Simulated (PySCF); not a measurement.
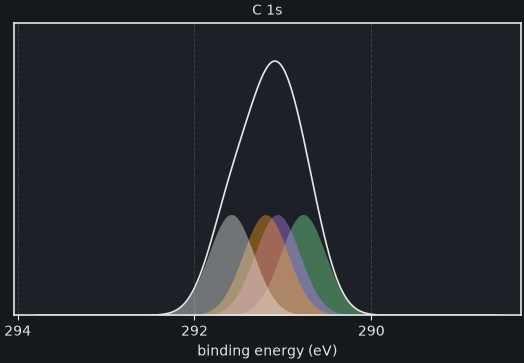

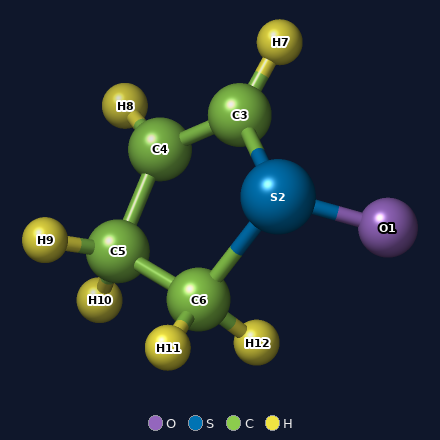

Simulated XPS of C₄H₆OS, SMILES O=[S@]1C=CCC1. Vertical core-electron binding energies by ΔSCF (SCAN, pcX-2 on the ionised atom, pcseg-1 elsewhere, spin-free X2C; PySCF 2.14.0, at a PBE0-D3(BJ)/def2-SVP geometry (no frequency check)), gas phase, against the vacuum level. One atom of each kind was ionised; within a panel, areas follow the number of like atoms, Gaussians of 0.6 eV full width. Only the regions named are shown. Lines closer than the width merge in the curve.

Q: Assign the components.

A:
```tsv
level	atoms	binding energy (eV)
C 1s	C5	291.6
C 1s	C6	291.2
C 1s	C4	291.1
C 1s	C3	290.8
```

Q: How large is the chemical shift across the C 1s region?

A: 0.8 eV, from C3 at 290.8 eV to C5 at 291.6 eV.
